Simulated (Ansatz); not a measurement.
**C$_{3}$H$_{7}$NSi: density, localisation and related maps**

Input

```
crystal:
  periodic: [false, false, false]
  atoms:
    - { symbol: C, position_ang: [-1.1715, 1.8768, 1.7068] }
    - { symbol: C, position_ang: [-0.6662, 0.8537, 1.2051] }
    - { symbol: C, position_ang: [-0.1388, -0.204, 0.6966] }
    - { symbol: "N", position_ang: [0.2315, -0.2786, -0.6306] }
    - { symbol: Si, position_ang: [0.9688, -1.4334, -1.5782] }
    - { symbol: H, position_ang: [-0.617, 2.7281, 2.1243] }
    - { symbol: H, position_ang: [-2.2708, 2.0374, 1.6858] }
    - { symbol: H, position_ang: [0.1859, -1.0451, 1.3237] }
    - { symbol: H, position_ang: [-0.0311, 0.59, -1.0856] }
    - { symbol: H, position_ang: [0.6993, -2.7749, -0.9909] }
    - { symbol: H, position_ang: [2.4029, -1.1148, -1.493] }
    - { symbol: H, position_ang: [0.484, -1.2904, -2.93] }
basis:
  gaussian: { orbitals: "6-31G*" }
hamiltonian:
  xc: { name: BHLYP }
relax:
  f_tol: 0.02
  max_steps: 50
output:
  orbitals: {}
```

Command:

```sh
ansatz run input.yaml --threads 2 --pin off --max-ram 3072MiB --backend cpu --events-out ev --progress --plain --runs-dir out
```

The fields are those of the relaxed geometry.

All numbers below come from Ansatz 0.2.0, RKS BHLYP/6-31G*.

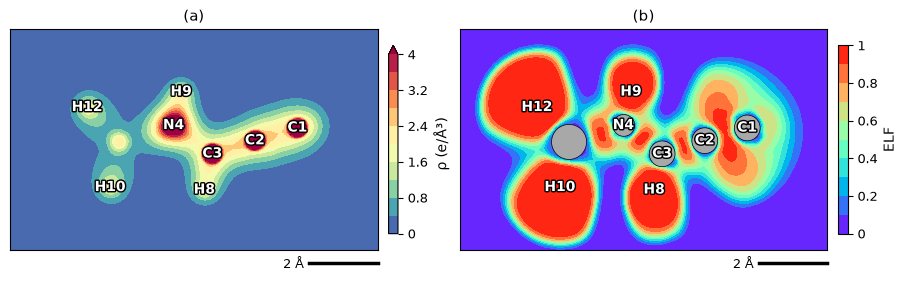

Figure 1. (a) total electron density; (b) ELF on the plane of atoms N4, C3 and H8. Grey discs cover the atomic cores in the ELF map.

> What does the map show?

The plane passes through C, N and H nuclei. C–C (1.30 Å): the density is about 2.4 e/Å³ at the midpoint; the ELF peaks at about 0.90 between the atoms: a multiple bond. C–N (1.40 Å): the density is about 2.1 e/Å³ at the midpoint; the ELF peaks at about 0.95 between the atoms; localised, covalent bonding. N–H (1.00 Å): ρ at the midpoint is about 2.9 e/Å³; the ELF climbs to about 1 towards the hydrogen, as it does in any bond to H; a covalent bond by its length. C–H (1.08 Å): ρ at the midpoint is about 2 e/Å³; the ELF climbs to about 1 towards the hydrogen: an ordinary covalent bond to hydrogen.

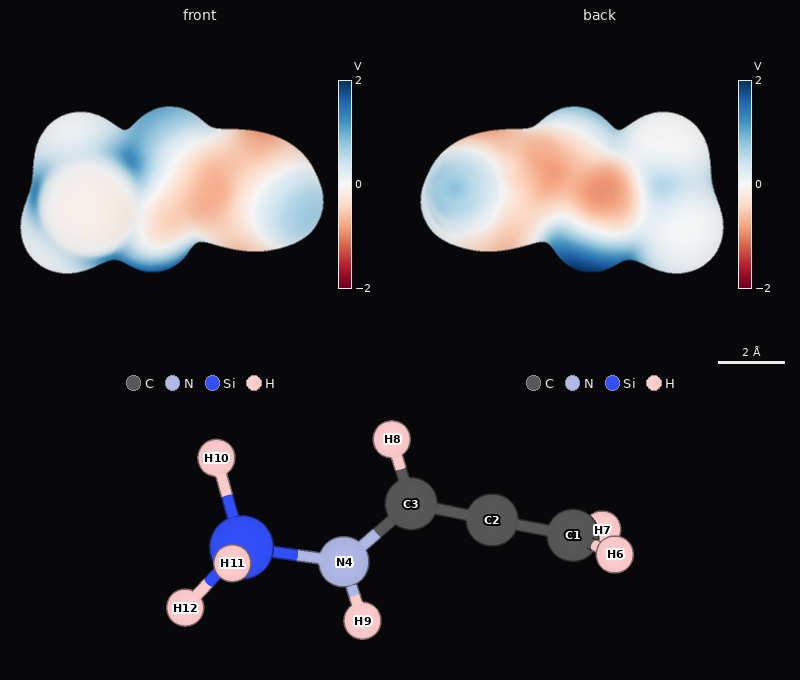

Figure 2. The electrostatic potential painted on the density surface at 0.002 e/bohr³, seen from the front and from behind; red is negative and blue positive. The bare structure is drawn below in the same view.

> Which sites attract a positive test charge, and which a negative one?

A positive charge is drawn to the negative regions and a negative charge to the positive ones. The most negative region (about −0.9 V) lies over C2, C3 and N4, the most positive (about +1.9 V) over H9.

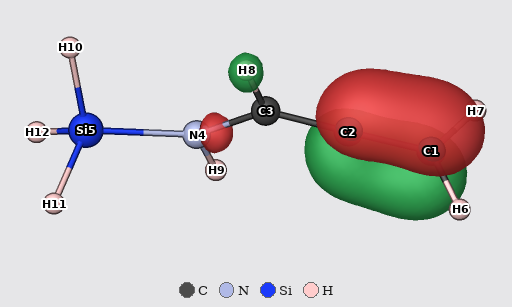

Figure 3. The HOMO−1 at ±0.2 Å⁻³ᐟ² (green and red are the two phases), seen at an oblique angle.

> Where does this orbital lie, and at what energy?

By Hirshfeld shares it lies mainly on C1 (about 45 %) and C2 (about 35 %); π-bonding across C1–C2. Its energy is −8.50 eV.

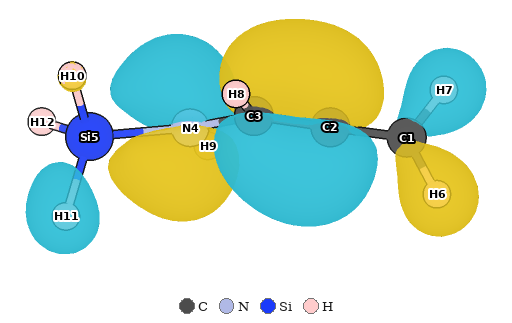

Figure 4. The HOMO at ±0.08 Å⁻³ᐟ² (yellow and cyan are the two phases), seen from one side.

> Describe this orbital and give its energy.

It lies mainly on C2 (about 30 %), N4 (about 25 %) and C3 (about 20 %). Its energy is −6.80 eV.
